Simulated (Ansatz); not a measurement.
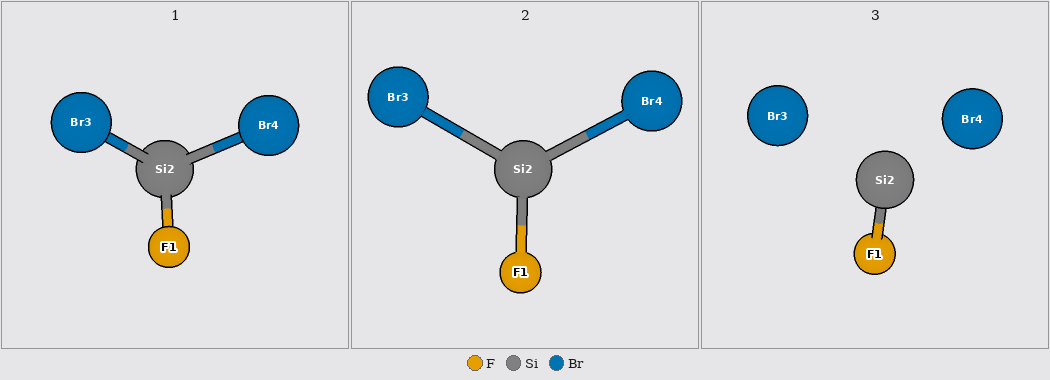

Br2FSi, SMILES F[Si-](Br)Br, charge −1. 
- First axis: umbrella angle at Si2 (between each of its bonds and their common axis; 90 is planar). Second axis: change of the bonds Si2–F1, Si2–Br3, Si2–Br4, all alike.
- Nothing is relaxed (all other coordinates rigid).
- The grid has 15 × 15 points; 120 points were computed and 105 follow by symmetry.
- Points are written as (first, second).
- All energies are given in kJ/mol relative to the lowest grid point.
- Computed with RKS PBE0-D4/def2-SVPD in Ansatz 0.2.0.

The numbered pictures are structures from this grid.

**Rank them by energy, lowest first.**

1, at (126.1°, −0.109 Å): 55 kJ/mol; 3, at (47.9°, 0.196 Å): 119 kJ/mol; 2, at (90.0°, 0.109 Å): 157 kJ/mol.

The map, with the structures marked:

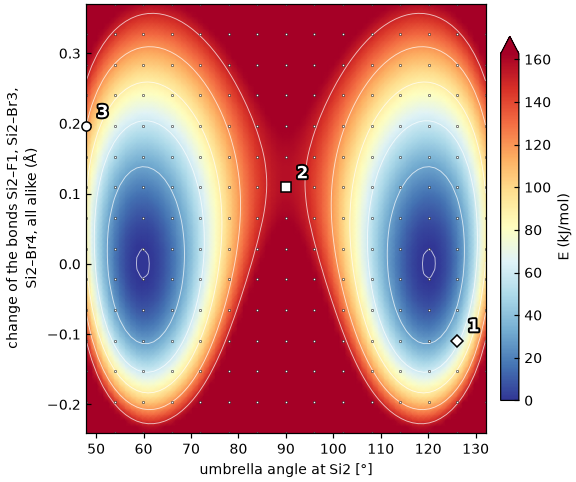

Drawn: a smooth colour map with a few white contour lines, dots at the grid points, one colour for all values above the top of the scale. Between grid points the surface is interpolated.
